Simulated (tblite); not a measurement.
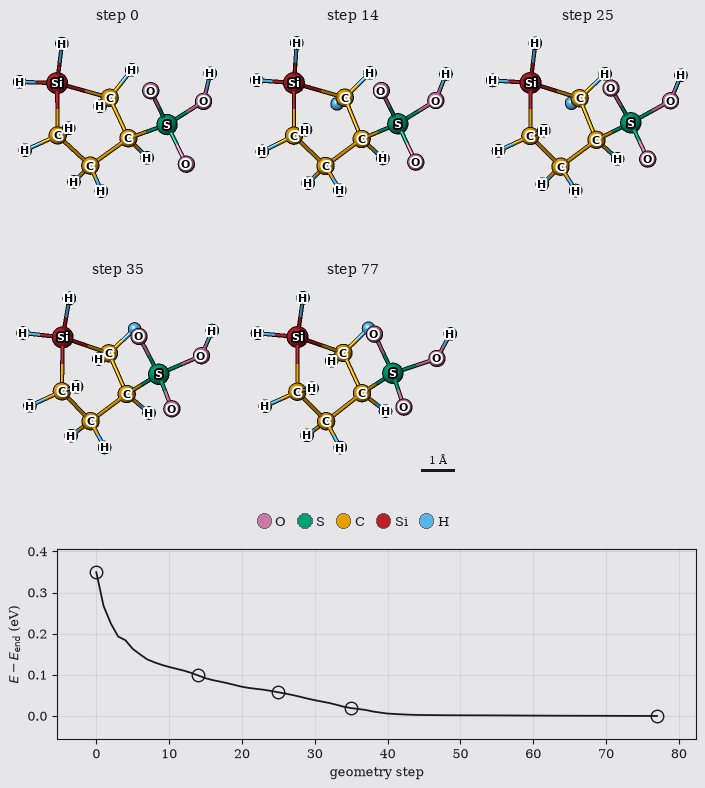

Frames of a relaxation of C$_{4}$H$_{10}$O$_{3}$SSi, marked on the history of the run. Style: ball-and-stick. Shown at a tilt.

Computed with GFN2-xTB geometry optimisation, gas phase (tblite). 

Question: Describe the path.

Answer: The energy falls by 0.350 eV in 77 geometry steps. An O atom moves most after the best rigid fit: 0.72 Å. By element the largest moves are O 0.72 Å, S 0.33 Å, H 0.32 Å, Si 0.23 Å, C 0.17 Å. Among the contacts that change: S–Si 3.758 → 3.249 Å, C–C 1.546 → 1.510 Å, H–Si 1.483 → 1.452 Å, O–S 1.459 → 1.429 Å. Bond angles that change, for instance: S–C–C 113.0° → 105.0°, S–C–C 112.2° → 106.0°, C–C–H 109.2° → 115.3°. Cost: 1.2 s on 1 thread of Arm Neoverse N1, on a shared host. From step 0 to 14: an O atom moves most (0.18 Å), energy −0.251 eV. From step 14 to 25: an O atom moves most (0.23 Å), energy −0.041 eV. From step 25 to 35: an O atom moves most (0.28 Å), energy −0.038 eV. From step 35 to 77: an H atom moves most (0.14 Å), energy −0.019 eV.

```tsv
step	E − E(0), eV
0	0.0000
1	-0.0821
2	-0.1248
3	-0.1564
4	-0.1654
5	-0.1864
6	-0.1997
7	-0.2121
8	-0.2193
9	-0.2254
10	-0.2305
14	-0.2512
17	-0.2661
21	-0.2816
24	-0.2888
28	-0.3030
31	-0.3147
35	-0.3305
38	-0.3388
42	-0.3458
45	-0.3473
49	-0.3479
52	-0.3481
56	-0.3483
59	-0.3486
63	-0.3489
66	-0.3491
70	-0.3493
73	-0.3495
77	-0.3496
```
